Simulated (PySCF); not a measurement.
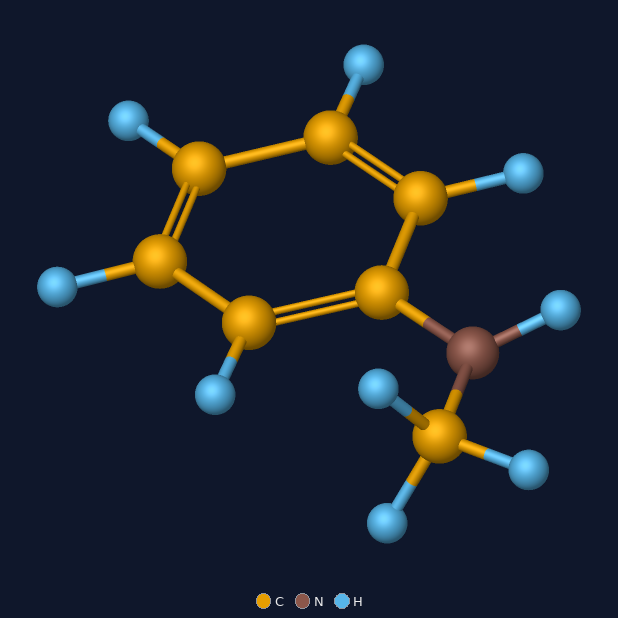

Figure made from data computed with PySCF.

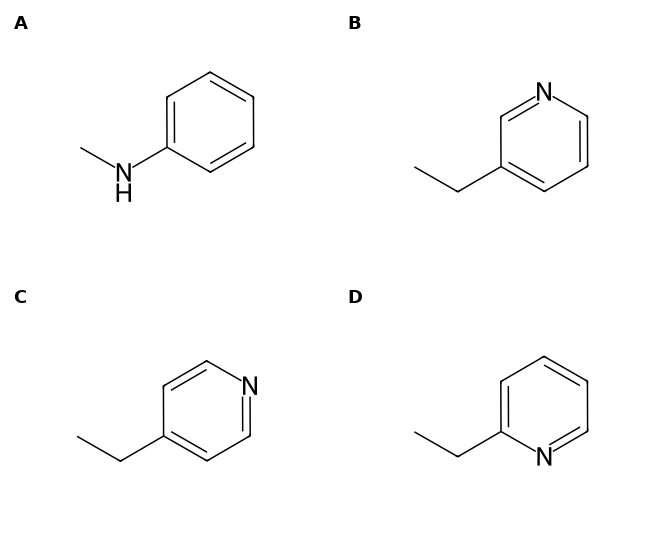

### The first picture shows one of the molecules drawn in the second. Which?

A, `CNc1ccccc1`.
